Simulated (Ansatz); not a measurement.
# HCl + CH2Cl radical: a complex and its separated parts, part 2 of 2

Ansatz 0.2.0, Gaussian basis. Earlier steps stand in the parts before.

### Step 14. wB97X-V/def2-TZVPP

The inputs:

parta/in.yaml

```yaml
crystal:
  periodic: [false, false, false]
  atoms:
    - {symbol: H, position_ang: [-0.747407, 0.543465, 0.870116]}
    - {symbol: Cl, position_ang: [-1.494320, 1.082007, 1.757717]}
basis:
  gaussian: {orbitals: def2-TZVPP}
hamiltonian: {xc: {name: wB97X-V}}
```

partb/in.yaml

```yaml
crystal:
  periodic: [false, false, false]
  atoms:
    - {symbol: C, position_ang: [0.604932, -0.487473, -0.516208]}
    - {symbol: Cl, position_ang: [0.160313, 0.323531, -1.925043]}
    - {symbol: H, position_ang: [1.408479, -0.074858, 0.072764]}
    - {symbol: H, position_ang: [0.068002, -1.386671, -0.259346]}
basis:
  gaussian: {orbitals: def2-TZVPP}
magnetization: {spin_polarized: true, initial_magnetization: 1}
hamiltonian: {xc: {name: wB97X-V}}
```

Each run has its own folder and the same command.

Started as:

```console
$ ansatz run in.yaml --threads 2 --pin off --events-out ev --progress --plain --max-ram 4352MiB
```

Log of parta, shortened:

```text
Functional definition: wB97X-V
  name "wB97X-V"
  cite "Mardirossian & Head-Gordon, Phys. Chem. Chem. Phys. 16, 9904 (2014) doi:10.1039/C3CP54374A"
  cite "Becke, J. Chem. Phys. 107, 8554 (1997) doi:10.1063/1.475007"
  cite "Vydrov & Van Voorhis, J. Chem. Phys. 133, 244103 (2010) doi:10.1063/1.3521275"
[...]
      + integral(e_c_pw_opposite_spin*poly(b97_u_opposite, cos0, cos1)) + vv10(b, c)
369 factors; their error is unknown
61 factors; integrals over basis functions are off by at most 9.0e-5 eV
[...]
mean field -12537.61271849 eV, -460.7487691052 hartree, gradient 5.7e-5 eV, S^2 0.000000; 0 other end points of the search recorded, 0 dependent functions left out
reference -12537.61271754 eV, -460.7487690703 hartree; 9, 9 occupied and 47, 47 virtual orbitals, 369 factors
Total energy: -12537.61271754 eV, -460.7487690703 hartree
```

Output in partb, shortened:

```text
[... 5 set-up lines as earlier in the session ...]
[...]
      + integral(e_c_pw_opposite_spin*poly(b97_u_opposite, cos0, cos1)) + vv10(b, c)
608 factors; their error is unknown
120 factors; integrals over basis functions are off by at most 5.0e-5 eV
[...]
mean field -13589.04801740 eV, -499.3883036518 hartree, gradient 4.2e-5 eV, S^2 0.754795; 0 other end points of the search recorded, 0 dependent functions left out
reference -13589.04801641 eV, -499.3883036154 hartree; 13, 12 occupied and 88, 89 virtual orbitals, 608 factors
Total energy: -13589.04801641 eV, -499.3883036154 hartree
```

Times: 0.7 s (parta), 2.8 s (partb) on 2 threads of Arm Neoverse V1, shared host.

### Step 15. wB97M-V/def2-TZVPP

Each input of step 14 (parta, partb) changes in the same lines:

```diff
-hamiltonian: {xc: {name: wB97X-V}}
+hamiltonian: {xc: {name: wB97M-V}}
```

The same command starts each run, in its folder.

Started as:

```console
$ ansatz run in.yaml --threads 2 --pin off --events-out ev --progress --plain --max-ram 4352MiB
```

Output in parta, shortened:

```text
Functional definition: wB97M-V
  name "wB97M-V"
  cite "Mardirossian & Head-Gordon, J. Chem. Phys. 144, 214110 (2016) doi:10.1063/1.4952647"
[... 2 set-up lines as earlier in the session ...]
  # Of w^i u^j: cxij and so on, Table III.
[...]
  gx(w, u) = 1 - cx + cx01*u + cx10*w
[...]
      + integral(e_c_pw_mod_opposite_spin*gos(b97_w_opposite, b97_u_opposite)) + vv10(b, c)
369 factors; their error is unknown
61 factors; integrals over basis functions are off by at most 9.0e-5 eV
[...]
mean field -12538.73838364 eV, -460.7901365365 hartree, gradient 5.6e-5 eV, S^2 0.000000; 0 other end points of the search recorded, 0 dependent functions left out
reference -12538.73840668 eV, -460.7901373835 hartree; 9, 9 occupied and 47, 47 virtual orbitals, 369 factors
Total energy: -12538.73840668 eV, -460.7901373835 hartree
```

partb printed, shortened:

```text
[... 5 set-up lines as earlier in the session ...]
  # Of w^i u^j: cxij and so on, Table III.
[...]
  gx(w, u) = 1 - cx + cx01*u + cx10*w
[...]
      + integral(e_c_pw_mod_opposite_spin*gos(b97_w_opposite, b97_u_opposite)) + vv10(b, c)
608 factors; their error is unknown
120 factors; integrals over basis functions are off by at most 5.0e-5 eV
[...]
mean field -13589.96648899 eV, -499.4220568603 hartree, gradient 2.7e-5 eV, S^2 0.754124; 0 other end points of the search recorded, 0 dependent functions left out
reference -13589.96652045 eV, -499.4220580164 hartree; 13, 12 occupied and 88, 89 virtual orbitals, 608 factors
Total energy: -13589.96652045 eV, -499.4220580164 hartree
```

They took 0.75 s (parta), 3.8 s (partb) on 2 threads of Arm Neoverse V1, shared host.

### Step 16. B2PLYP/def2-TZVPP

Each input of step 15 (parta, partb) changes in the same lines:

```diff
-hamiltonian: {xc: {name: wB97M-V}}
+hamiltonian: {xc: {name: B2PLYP}}
```

The same command starts each run, in its folder.

Started as:

```console
$ ansatz run in.yaml --threads 2 --pin off --events-out ev --progress --plain --max-ram 4352MiB
```

Log of parta, shortened:

```text
Functional definition: B2PLYP
  name "B2PLYP"
  cite "Grimme, J. Chem. Phys. 124, 034108 (2006) doi:10.1063/1.2148954"
[... 2 set-up lines as earlier in the session ...]
[...]
322 factors; integrals over basis functions are off by at most 1.4e-3 eV
[...]
mean field -12534.13733239 eV, -460.6210510218 hartree, gradient 9.7e-6 eV, S^2 0.000000; 0 other end points of the search recorded, 0 dependent functions left out
5 core orbitals not correlated: weight in the atoms' cores, before any rotation towards them, 1.000 or more for the frozen orbitals, at most 0.000 for the correlated occupied ones
reference -12534.13742915 eV, -460.6210545777 hartree; 4, 4 occupied and 47, 47 virtual orbitals, 322 factors
second order -6.68497704 eV of doubles, -0.00000000 eV of singles
Total energy: -12535.94237295 eV, -460.6873850389 hartree
```

partb printed, shortened:

```text
[... 5 set-up lines as earlier in the session ...]
[...]
593 factors; integrals over basis functions are off by at most 8.3e-4 eV
[...]
mean field -13583.68186751 eV, -499.1911012807 hartree, gradient 4.5e-6 eV, S^2 0.758703; 0 other end points of the search recorded, 0 dependent functions left out
6 core orbitals not correlated: weight in the atoms' cores, before any rotation towards them, 1.000 or more for the frozen orbitals, at most 0.000 for the correlated occupied ones
reference -13583.68198803 eV, -499.1911057098 hartree; 7, 6 occupied and 88, 89 virtual orbitals, 593 factors
second order -11.22112595 eV of doubles, -0.00000000 eV of singles
Total energy: -13586.71169204 eV, -499.3024452784 hartree
```

Wall times: 0.35 s (parta), 1.7 s (partb) on 2 threads of Arm Neoverse V1, shared host.

### Step 17. PBE-QIDH/def2-TZVPP

Each input of step 16 (parta, partb) changes in the same lines:

```diff
-hamiltonian: {xc: {name: B2PLYP}}
+hamiltonian: {xc: {name: PBE-QIDH}}
```

One command serves all of them, each in its own folder.

Started as:

```console
$ ansatz run in.yaml --threads 2 --pin off --events-out ev --progress --plain --max-ram 4352MiB
```

parta printed, shortened:

```text
Functional definition: PBE-QIDH
  name "PBE-QIDH"
  cite "Brémond, Sancho-García, Pérez-Jiménez & Adamo, J. Chem. Phys. 141, 031101 (2014) doi:10.1063/1.4890314"
[... 1 set-up line as earlier in the session ...]
[...]
322 factors; integrals over basis functions are off by at most 1.4e-3 eV
[...]
mean field -12531.03291287 eV, -460.5069657088 hartree, gradient 2.4e-6 eV, S^2 0.000000; 0 other end points of the search recorded, 0 dependent functions left out
5 core orbitals not correlated: weight in the atoms' cores, before any rotation towards them, 1.000 or more for the frozen orbitals, at most 0.000 for the correlated occupied ones
reference -12531.03291924 eV, -460.5069659428 hartree; 4, 4 occupied and 47, 47 virtual orbitals, 322 factors
second order -6.22519120 eV of doubles, -0.00000000 eV of singles
Total energy: -12533.10798297 eV, -460.5832231286 hartree
```

partb printed, shortened:

```text
[... 4 set-up lines as earlier in the session ...]
[...]
593 factors; integrals over basis functions are off by at most 8.3e-4 eV
[...]
mean field -13579.90608194 eV, -499.0523437203 hartree, gradient 4.8e-6 eV, S^2 0.761051; 0 other end points of the search recorded, 0 dependent functions left out
6 core orbitals not correlated: weight in the atoms' cores, before any rotation towards them, 1.000 or more for the frozen orbitals, at most 0.000 for the correlated occupied ones
reference -13579.90609028 eV, -499.0523440267 hartree; 7, 6 occupied and 88, 89 virtual orbitals, 593 factors
second order -10.38308565 eV of doubles, -0.00000000 eV of singles
Total energy: -13583.36711883 eV, -499.1795344799 hartree
```

Times: 0.35 s (parta), 1.7 s (partb) on 2 threads of Arm Neoverse V1, shared host.

### Step 18. RPA on PBE/def2-TZVPP

The same edit goes into each in.yaml of step 17 (parta, partb):

```diff
-hamiltonian: {xc: {name: PBE-QIDH}}
+hamiltonian: {xc: pbe}
+correlation: {method: rpa}
```

One command serves all of them, each in its own folder.

Started as:

```console
$ ansatz run in.yaml --threads 2 --pin off --events-out ev --progress --plain --max-ram 4352MiB
```

Output in parta, shortened:

```text
[... 4 set-up lines as earlier in the session ...]
[...]
322 factors; integrals over basis functions are off by at most 1.4e-3 eV
[...]
mean field -12534.30965494 eV, -460.6273837587 hartree, gradient 3.3e-6 eV, S^2 0.000000; 0 other end points of the search recorded, 0 dependent functions left out
5 core orbitals not correlated: weight in the atoms' cores, before any rotation towards them, 1.000 or more for the frozen orbitals, at most 0.000 for the correlated occupied ones
reference -12519.65917567 eV, -460.0889885761 hartree; 4, 4 occupied and 47, 47 virtual orbitals, 322 factors
Total energy: -12529.02200187 eV, -460.4330660926 hartree
```

partb printed, shortened:

```text
[... 4 set-up lines as earlier in the session ...]
[...]
593 factors; integrals over basis functions are off by at most 8.3e-4 eV
[...]
mean field -13584.69698372 eV, -499.2284061132 hartree, gradient 2.2e-6 eV, S^2 0.753774; 0 other end points of the search recorded, 0 dependent functions left out
6 core orbitals not correlated: weight in the atoms' cores, before any rotation towards them, 1.000 or more for the frozen orbitals, at most 0.000 for the correlated occupied ones
reference -13564.47452633 eV, -498.4852445117 hartree; 7, 6 occupied and 88, 89 virtual orbitals, 593 factors
Total energy: -13580.35962953 eV, -499.0690112869 hartree
```

Wall times: 0.35 s (parta), 1.4 s (partb) on 2 threads of Arm Neoverse V1, shared host.

### Step 19. CCSD(T)/def2-TZVPP

Edit parta/in.yaml of step 18 so:

```diff
@@ -7,3 +7,2 @@
   gaussian: {orbitals: def2-TZVPP}
-hamiltonian: {xc: pbe}
-correlation: {method: rpa}
+correlation: {method: ccsd_t}
```

Edit partb/in.yaml of step 18 so:

```diff
@@ -10,3 +10,3 @@
 magnetization: {spin_polarized: true, initial_magnetization: 1}
-hamiltonian: {xc: pbe}
-correlation: {method: rpa}
+correlation: {method: ccsd_t}
+scf: {omitted_lower_state_checks: [cluster_reference]}
```

Each run has its own folder and the same command.

Started as:

```console
$ ansatz run in.yaml --threads 2 --pin off --events-out ev --progress --plain --max-ram 4352MiB
```

parta printed, shortened:

```text
Functional definition: HF
  name "HF"
  cite "Fock, Z. Phys. 61, 126 (1930) doi:10.1007/BF01340294"
[... 1 set-up line as earlier in the session ...]
[...]
322 factors; integrals over basis functions are off by at most 1.4e-3 eV
[...]
mean field -12519.93373408 eV, -460.0990784114 hartree, gradient 2.9e-6 eV, S^2 0.000000; 0 other end points of the search recorded, 0 dependent functions left out
5 core orbitals not correlated: weight in the atoms' cores, before any rotation towards them, 1.000 or more for the frozen orbitals, at most 0.000 for the correlated occupied ones
reference -12519.93373408 eV, -460.0990784114 hartree; 4, 4 occupied and 47, 47 virtual orbitals, 322 factors
second order -5.53928050 eV of doubles, -0.00000000 eV of singles
cycle   1  -5.96030389 eV  change   -4.2e-1 eV  update   3.9e-2
[...]
cycle   7  -6.10185648 eV  change   -6.1e-6 eV  update   7.9e-6
perturbative correction -0.21572967 eV, -0.0079279193 hartree
Total energy: -12526.25132023 eV, -460.3312454205 hartree
```

Output in partb, shortened:

```text
[... 4 set-up lines as earlier in the session ...]
[...]
593 factors; integrals over basis functions are off by at most 8.3e-4 eV
[...]
mean field -13565.11614006 eV, -498.5088233812 hartree, gradient 2.2e-6 eV, S^2 0.767599; 0 other end points of the search recorded, 0 dependent functions left out
[...]
reference -13565.11614006 eV, -498.5088233812 hartree; 7, 6 occupied and 88, 89 virtual orbitals, 593 factors
second order -9.17393672 eV of doubles, -0.00000000 eV of singles
cycle   1  -9.74171226 eV  change   -5.7e-1 eV  update   6.3e-2
[...]
cycle  10  -10.03740467 eV  change    5.0e-7 eV  update   7.8e-6
perturbative correction -0.39575623 eV, -0.0145437733 hartree
Total energy: -13575.54930096 eV, -498.8922349725 hartree
Checks for a lower state left out: cluster_reference
```

Times: 0.3 s (parta), 4.4 s (partb) on 2 threads of Arm Neoverse V1, shared host; peak memory 0.48 GiB.

### Step 20. Vibrations of HCl

Contents of vib-parta/in.yaml:

```yaml
crystal:
  periodic: [false, false, false]
  atoms:
    - {symbol: H, position_ang: [-0.747407, 0.543465, 0.870116]}
    - {symbol: Cl, position_ang: [-1.494320, 1.082007, 1.757717]}
basis:
  gaussian: {orbitals: def2-TZVP}
hamiltonian: {xc: pbe0, dispersion: d4}
phonons: {temperatures: {t_min: 298.15, t_max: 900, t_step: 200}}
```

Started as:

```console
$ ansatz run in.yaml --threads 2 --pin off --events-out ev --progress --plain --max-ram 4352MiB
```

The program printed, shortened:

```text
[... 5 set-up lines as earlier in the session ...]
[...]
312 factors; their error is unknown
[...]
mean field -12535.31645820 eV, -460.6643830960 hartree, gradient 4.2e-5 eV, S^2 0.000000; 0 other end points of the search recorded, 0 dependent functions left out
[...]
reference -12535.31636347 eV, -460.6643796149 hartree; 9, 9 occupied and 34, 34 virtual orbitals, 312 factors
Total energy: -12535.32105152 eV, -460.6645518977 hartree
Atom 0 at    -0.747407     0.543465     0.870116 Å, force    -0.001739     0.001254     0.002067 eV/Å
Atom 1 at    -1.494320     1.082007     1.757717 Å, force     0.001739    -0.001254    -0.002067 eV/Å
Dipole moment:     0.153378    -0.110589    -0.182269 e Å
Vibrations: 2996.25 cm⁻¹, zero-point energy 0.185744 eV
```

Wall time 1.8 s (2 threads of Arm Neoverse V1, shared host).

The modes, with what each moves most:

| mode | wavenumber (cm⁻¹) | character |
| --- | --- | --- |
| 1 | 2996 | Cl–H stretch |

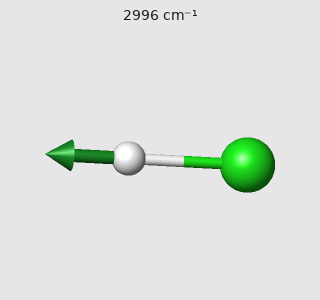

How the atoms move in 1 of the modes.

Vibrational sums (real modes only):

```csv
T (K),entropy (J/mol/K),heat capacity (J/mol/K)
298,0.0,0.0
498,0.0,0.1
698,0.1,0.7
898,0.4,1.6
```

### Step 21. Vibrations of CH2Cl radical

Contents of vib-partb/in.yaml:

```yaml
crystal:
  periodic: [false, false, false]
  atoms:
    - {symbol: C, position_ang: [0.604932, -0.487473, -0.516208]}
    - {symbol: Cl, position_ang: [0.160313, 0.323531, -1.925043]}
    - {symbol: H, position_ang: [1.408479, -0.074858, 0.072764]}
    - {symbol: H, position_ang: [0.068002, -1.386671, -0.259346]}
basis:
  gaussian: {orbitals: def2-TZVP}
magnetization: {spin_polarized: true, initial_magnetization: 1}
hamiltonian: {xc: pbe0, dispersion: d4}
phonons: {temperatures: {t_min: 298.15, t_max: 900, t_step: 200}}
```

Started as:

```console
$ ansatz run in.yaml --threads 2 --pin off --events-out ev --progress --plain --max-ram 4352MiB
```

The program printed, shortened:

```text
[... 5 set-up lines as earlier in the session ...]
[...]
536 factors; their error is unknown
[...]
mean field -13585.84826411 eV, -499.2707148875 hartree, gradient 1.8e-5 eV, S^2 0.755834; 0 other end points of the search recorded, 0 dependent functions left out
[...]
Atom 1 at     0.160313     0.323531    -1.925043 Å, force     0.000058    -0.000094     0.000137 eV/Å
Atom 2 at     1.408479    -0.074858     0.072764 Å, force     0.000181    -0.000008     0.000180 eV/Å
Atom 3 at     0.068002    -1.386671    -0.259346 Å, force    -0.000034    -0.000219     0.000126 eV/Å
Dipole moment:     0.057695    -0.105287     0.183005 e Å
Vibrations: 232.66 867.92 996.05 1413.25 3186.09 3335.16 cm⁻¹, zero-point energy 0.621852 eV
```

Run time: 10 s. Hardware: 2 threads of Arm Neoverse V1, shared host.

Wavenumbers and character of the modes:

```
mode  wavenumber (cm⁻¹)          character
   1                233  out-of-plane bend
   2                868       C–Cl stretch
   3                996               bend
   4               1413               bend
   5               3186        C–H stretch
   6               3335        C–H stretch
```

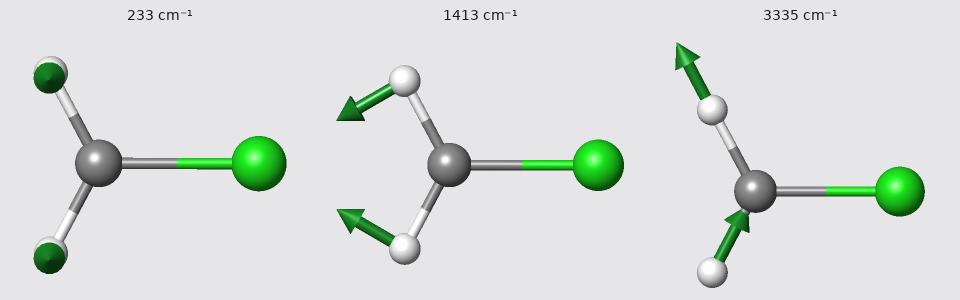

How the atoms move in 3 of the modes.

Vibrational sums (real modes only):

```csv
T (K),entropy (J/mol/K),heat capacity (J/mol/K)
298,8.9,11.8
498,17.0,19.9
698,24.7,25.7
898,31.7,30.1
```

### Step 22. Complex less separated parts

The complex's own energies come from single points at the same levels.

Rows are in def2-TZVPP; times add the 3 runs of a level on a shared host, so small differences are noise.

Differences are taken before rounding.

| method | rung | complex less parts (kJ/mol) | from CCSD(T) (kJ/mol) | time |
| --- | --- | --- | --- | --- |
| SPW92 | LDA | -27.7 | -20.8 | 2 s |
| PBE-D4 | GGA | -17.4 | -10.5 | 3.6 s |
| BLYP-D4 | GGA | -15.4 | -8.4 | 3.6 s |
| r2SCAN-D4 | meta-GGA | -12.1 | -5.1 | 9.1 s |
| B97M-V | meta-GGA | -10.8 | -3.8 | 15 s |
| PBE0-D4 | hybrid | -12.4 | -5.5 | 5.7 s |
| B3LYP-D4 | hybrid | -12.2 | -5.3 | 4.8 s |
| r2SCAN0-D4 | hybrid | -9.4 | -2.4 | 9.6 s |
| BHLYP-D4 | hybrid | -8.0 | -1.0 | 5.1 s |
| CAM-B3LYP-D4 | range-separated hybrid | -10.2 | -3.2 | 5.2 s |
| wB97X-V | range-separated hybrid | -8.7 | -1.8 | 13 s |
| wB97M-V | range-separated hybrid | -8.5 | -1.5 | 15 s |
| B2PLYP | double hybrid | -6.6 | +0.4 | 6.8 s |
| PBE-QIDH | double hybrid | -7.3 | -0.3 | 6.9 s |
| RPA on PBE | RPA | -4.3 | +2.7 | 5.9 s |
| Hartree-Fock | wavefunction | 9.0 | +15.9 |  |
| MP2 | wavefunction | -8.2 | -1.3 |  |
| CCSD | wavefunction | -4.3 | +2.7 |  |
| CCSD(T) | wavefunction | -6.9 | 0 | 94 s |

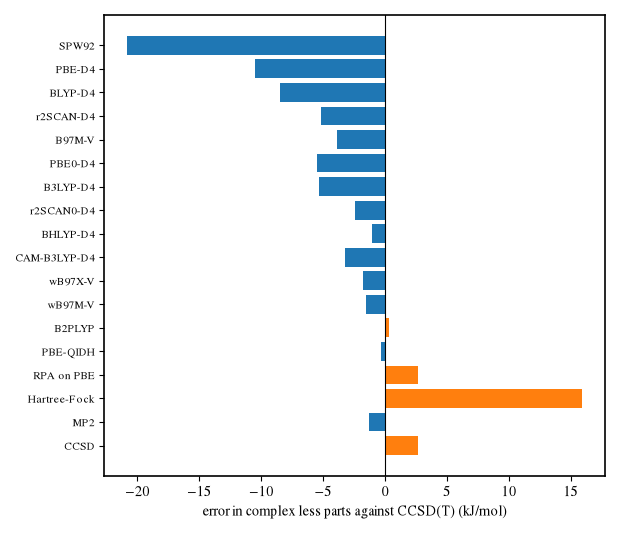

How far each level lands from CCSD(T).

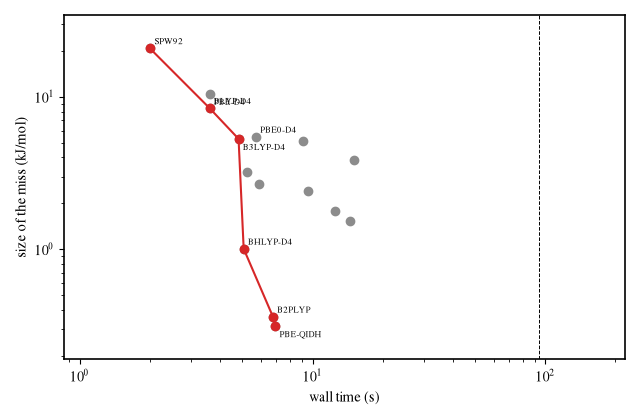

Accuracy for the time spent; red marks the levels that beat every quicker one drawn (of those quicker than the yardstick), and the dashed line is the time of CCSD(T). Only those levels and the largest misses are named. Times are from a shared host.

PBE-QIDH reaches 0.3 kJ/mol from the reference in 6.9 s, where CCSD(T) took 94 s; the quickest level in the cost chart, SPW92, takes 2 s and misses by 20.8 kJ/mol.

The complex's zero-point energy, from a separate PBE0-D4 run, is 0.878 eV.

### Step 23. Results

This closing draws on all 2 parts.

| quantity | value |
| --- | --- |
| complex less parts, CCSD(T)/def2-TZVPP | -6.9 kJ/mol |
| with zero-point energy | -0.1 kJ/mol |
| largest T1 diagnostic | 0.016 |

At CCSD(T) the complex lies 6.9 kJ/mol below its parts. Among the functionals PBE-QIDH lands nearest to CCSD(T) (-0.3 kJ/mol) and SPW92 farthest (-20.8 kJ/mol). Mean unsigned error by rung: LDA 20.8, GGA 9.5, meta-GGA 4.5, hybrid 3.5, range-separated hybrid 2.2, double hybrid 0.3 kJ/mol. PBE-D4 gives a relative energy 10.5 kJ/mol too low, an error of 151 % of the reference. No counterpoise was applied, and triple zeta lacks some correlation, so the CCSD(T) reference has a basis error of its own, and close matches with it are partly luck.
